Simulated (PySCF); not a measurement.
C$_{6}$H$_{9}$AlN$_{2}$

```xyz
18

N    -2.7224   -2.0195   -0.7306
C    -2.5817   -0.8285   -0.3630
C    -1.3412   -0.0791   -0.0931
C    -1.3977    1.2369    0.3701
C    -0.2228    1.9223    0.6358
C     0.9789    1.2695    0.4292
N     1.0342    0.0255   -0.0182
Al    2.9064   -0.6560   -0.0992
C    -0.0767   -0.6379   -0.2743
H    -1.8663   -2.5538   -0.8679
H    -3.4979   -0.2619   -0.2129
H    -2.3570    1.7111    0.5211
H    -0.2419    2.9384    0.9963
H     1.9459    1.7208    0.6146
H     2.6206   -2.0946   -0.6665
H     3.2343   -0.4891    1.4355
H     3.5018    0.4493   -1.0524
H     0.0747   -1.6470   -0.6361
```

Geometry: GFN2-xTB.

All numbers below come from PySCF 2.14.0, PBE0/pcSseg-1, SCF density, gas phase, non-relativistic.

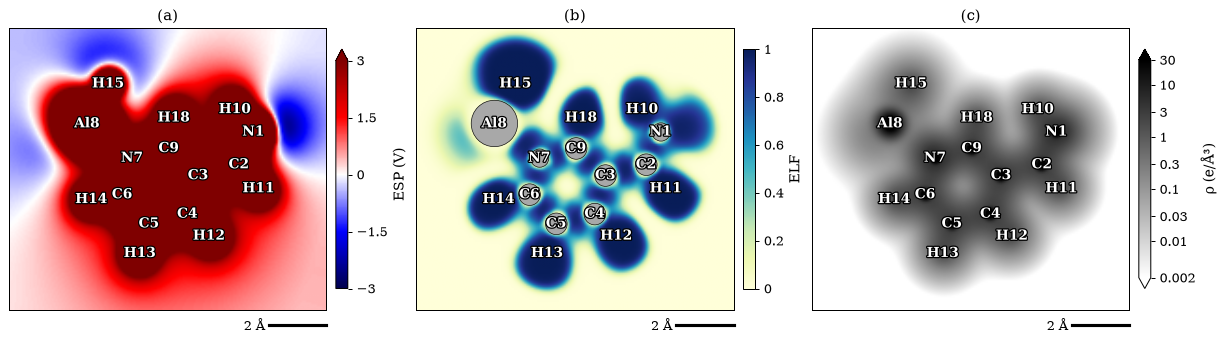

Figure 1. (a) electrostatic potential; (b) ELF; (c) electron density on the plane of atoms C6, N7 and C9. Grey discs cover the atomic cores in the ELF map.

Interpret the plot.

Answer.
- The plane passes through N, C, Al and H nuclei.
- C–N (1.25 Å): ρ at the midpoint is about 2.9 e/Å³; the ELF peaks at about 0.90 between the atoms (a short, multiple covalent bond).
- C–C (1.38 Å): the density is about 2.1 e/Å³ at the midpoint; the ELF peaks at about 0.95 between the atoms, as expected for a covalent bond.
- Al–N (1.99 Å): ρ at the midpoint is about 0.52 e/Å³; the ELF peaks at about 0.95 in the valence shell of N, 0.7 Å from its nucleus, and is about 0.70 at the midpoint.
- N–H (1.02 Å): ρ is about 2.8 e/Å³ halfway; the ELF climbs to about 1 towards the hydrogen, as it does in any bond to H; a covalent bond by its length.
- C–N (1.32 Å): the density is about 2.5 e/Å³ at the midpoint; the ELF peaks at about 0.90 between the atoms; localised, covalent bonding.
- The ELF also peaks beside N1, away from the bonds: lone-pair regions.
- Outside the dense part of the molecule the potential is most negative (−2.3 V) near N1.

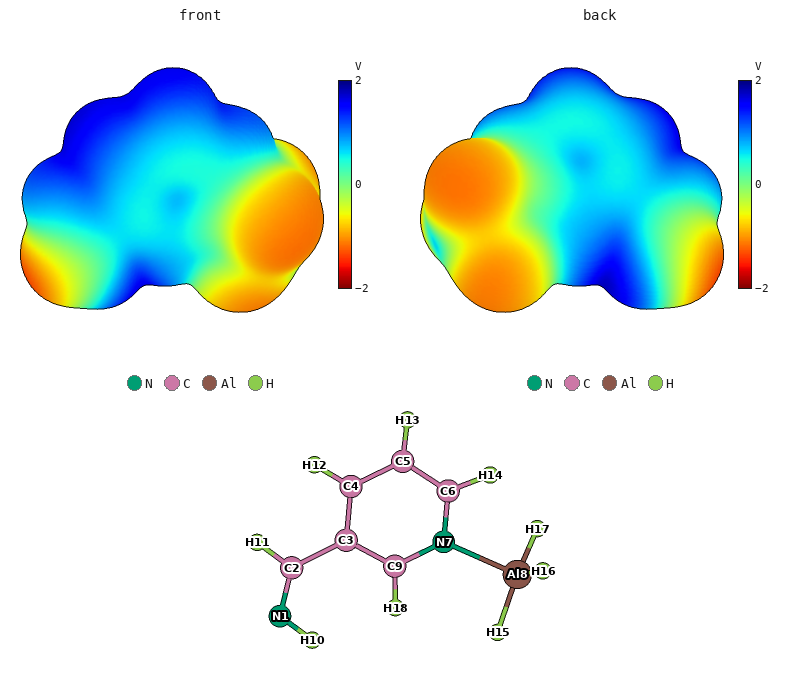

Figure 2. The molecular electrostatic potential painted on the density surface at 0.001 e/bohr³, seen from the front and from behind; the colour scale runs from red (negative) to blue (positive). The bare structure is drawn below in the same view.

Describe the electrostatic potential map.

Answer. The most negative region (about −1.3 V) lies over N1, the most positive (about +1.7 V) over H10, H12 and H18. N1 is the likeliest acceptor of a hydrogen bond.

What dipole moment does the calculation give?

Answer. Its dipole moment is 5.85 D.
